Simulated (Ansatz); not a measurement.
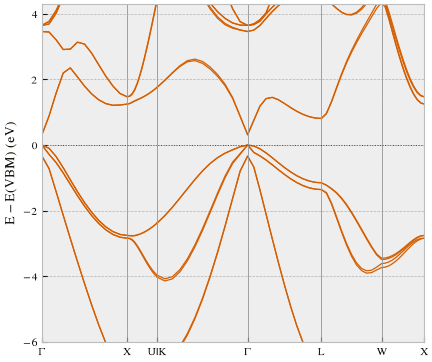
*Band structure from plane-wave PAW PBEsol with spin–orbit coupling (Ansatz code)*

Q: Read off the gap and where the band edges lie.

A: About 0.3 eV (0.31 eV by a search for the band edges); maximum at Γ, minimum at Γ.

The material is GaAs (zinc blende, F-43m).

Symmetry was held in the PBEsol relaxation.

Potentials: the later of the program's two PAW sets.
